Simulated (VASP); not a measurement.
Input:

```
CELL_PARAMETERS angstrom
      2.91019     0.00000     0.00000
      0.00000     2.91019     0.00000
      0.00000     0.00000     2.91019
ATOMIC_POSITIONS crystal
  Zn 0.50000 0.50000 0.50000
  Cu 0.00000 0.00000 0.00000
```

Method: PBE GGA with D3 dispersion (zero damping), VASP's PBE PAW potentials (set 64) (plane waves; VASP). Numerical set-up: 520 eV cut-off, 14×14×14 Γ-centred mesh, tetrahedra with Blöchl corrections, potentials Zn Cu.

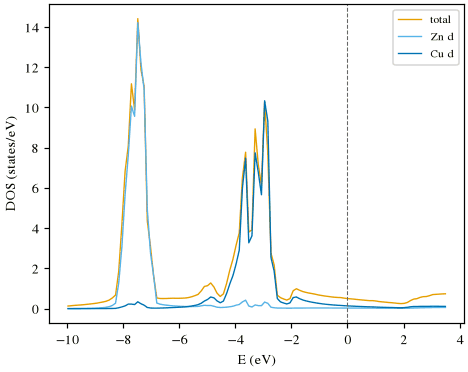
Total and projected density of states, zero at the Fermi level

Within 2 eV below the Fermi level the largest weight inside VASP's projection spheres is Cu d, then Zn p.

It has no gap at this level: it comes out as a metal or semimetal.

The compound is CuZn in the CsCl type structure. It was relaxed first. The electron count is odd and the run is not spin-polarised, which forces a metal.
